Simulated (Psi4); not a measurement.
**BH2F (SMILES [H]B([H])F): a first try and a second**

Wanted: a single-point energy of BH2F, SCS-DLPNO-MP2/cc-pCVTZ (density fitting, density fitting for correlation, pno convergence normal).

The results are computed with Psi4 1.11.

1 further run of the same task is left out (set aside as unsound or not needed).

### 1 The molecule

BH2F has 4 atoms, charge 0, and is taken as a singlet. SMILES: `[H]B([H])F`. The coordinates come from a GFN2-xTB relaxation.

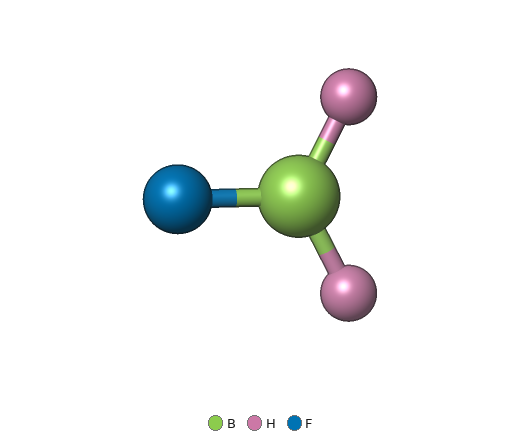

The structure, seen from a chosen angle (boron green, hydrogen pink, fluorine blue).

### 2 Try one

job.py

```python
import psi4

psi4.set_memory(1600000000)
psi4.set_num_threads(1)
psi4.set_output_file('output.dat', False)

m = psi4.geometry("""
1 1
B      0.029990     0.049200     0.000600
H      1.198420    -0.033970     0.015630
H     -0.578270     1.050180    -0.019450
F     -0.650140    -1.065400     0.003230
symmetry c1
""")

options = {'scf_type': 'df', 'pno_convergence': 'normal'}
psi4.set_options(options)

energy_value = psi4.energy('scs-dlpno-mp2/cc-pCVTZ')
print(f'total energy {energy_value:.8f} hartree = {energy_value * 27.211386:.5f} eV')
for k, v in sorted(psi4.core.scalar_variables().items()):
    print(f'{k:45s} {v:18.10f}')
```

On the command line:

```
$ python job.py
```

output.dat:

```text
-----------------------------------------------------------------------
                               Psi4 1.11 release

    h
    h
    h

    -----------------------------------------------------------------------

    Memory:     1.5 GiB
    Threads:    1
                ecpint, einsums, f̶o̶r̶t̶e̶, gauxc, gcp, g̶d̶m̶a̶, geometric, g̶p̶u̶_̶d̶f̶c̶c̶,
                i̶n̶t̶e̶g̶r̶a̶t̶o̶r̶x̶x̶, i̶p̶i̶, libefp, m̶d̶i̶, m̶p̶2̶d̶, m̶r̶c̶c̶, ooo,
                o̶p̶e̶n̶f̶e̶r̶m̶i̶o̶n̶p̶s̶i̶4̶, pcmsolver, p̶s̶i̶4̶f̶o̶c̶k̶c̶i̶, p̶s̶i̶x̶a̶s̶,
                p̶y̶e̶i̶n̶s̶u̶m̶s̶, r̶e̶s̶p̶, s̶i̶m̶i̶n̶t̶, s̶n̶s̶m̶p̶2̶,
                v̶2̶r̶d̶m̶_̶c̶a̶s̶s̶c̶f̶
```

The script printed:

```text
Traceback (most recent call last):
  File "job.py", line 7, in <module>
    m = psi4.geometry("""
qcelemental.exceptions.ValidationError: Inconsistent or unspecified chg/mult: sys chg: None, frag chg: [1.0], sys mult: None, frag mult: [1]
```

Wall time 0.91 s (1 thread of Intel Xeon 6975P-C (Granite Rapids), shared host); peak memory 0.13 GiB.

### 3 What went wrong

The program refused the input.

The log says `qcelemental.exceptions.ValidationError: Inconsistent or unspecified chg/mult: sys chg: None, frag chg: [1.0], sys mult: None, frag mult: [1]`. The fault: charge and multiplicity as typed don't fit the electron count or the species meant. To mend it: charge 0 in place of 1. That is the species meant; for the charge typed, the multiplicity would have to change.

### 4 The mended input

calc.py

```python
import psi4

psi4.set_memory('1600 MB')
psi4.set_num_threads(1)
psi4.core.set_output_file('run.log', False)

molecule = psi4.geometry("""
0 1
B      0.029990     0.049200     0.000600
H      1.198420    -0.033970     0.015630
H     -0.578270     1.050180    -0.019450
F     -0.650140    -1.065400     0.003230
symmetry c1
""")

options = {'scf_type': 'df', 'pno_convergence': 'normal'}
psi4.set_options(options)

E, wfn = psi4.energy('scs-dlpno-mp2/cc-pCVTZ', return_wfn=True)
print('E =', round(E, 9))
```

On the command line:

```
$ python calc.py
```

run.log:

```text
[...]
  Running in c1 symmetry.
[...]
  Nuclear repulsion =   27.508348170859016
[...]
  Multiplicity = 1
[...]
  Nalpha       = 8
  Nbeta        = 8
[...]
    Number of basis functions: 114
[...]
   @DF-RHF iter   1:  -125.35164731986080   -7.87699e-01   2.23586e-03 ADIIS/DIIS
[...]
    Orbital Energies [Eh]
    ---------------------
    Doubly Occupied:
       1A    -26.305849     2A     -7.656867     3A     -1.623332
       4A     -0.796818     5A     -0.709878     6A     -0.676555
       7A     -0.631916     8A     -0.490876
[...]
  @DF-RHF Final Energy:  -125.37367354229379
   => Energetics <=
    Nuclear Repulsion Energy =             27.5083481708590156
    One-Electron Energy =                -227.9798619183229675
    Two-Electron Energy =                  75.0978402051701579
    Total Energy =                       -125.3736735422937869
[...]
 Multipole Moments:
 ------------------------------------------------------------------------------------
     Multipole            Electronic (a.u.)      Nuclear  (a.u.)        Total (a.u.)
 ------------------------------------------------------------------------------------
 L = 1.  Multiply by 2.5417464519 to convert [e a0] to [Debye]
 Dipole X            :         -0.9583942            1.1582294            0.1998352
 Dipole Y            :         -1.5703374            1.8979247            0.3275873
 Dipole Z            :          0.0074004           -0.0071562            0.0002442
 Magnitude           :                                                    0.3837286
[...]
  @LMP2 iter   6:  -0.462208098427 -8.795e-09  3.203e-07
[...]
```

On the terminal:

```text
E = -125.846426123
```

It took 2.9 s on 1 thread of Intel Xeon 6975P-C (Granite Rapids), shared host; peak memory 0.24 GiB.

### 5 Results

At SCS-DLPNO-MP2/cc-pCVTZ (density fitting, density fitting for correlation, pno convergence normal):

| quantity | value |
| --- | --- |
| total energy | -125.84643 Eh |
| HOMO energy (Hartree–Fock orbitals) | -13.36 eV |
| LUMO energy (Hartree–Fock orbitals) | 2.43 eV |
| HOMO–LUMO gap (Hartree–Fock orbitals) | 15.79 eV |
| correlation energy | -472.8 mEh |
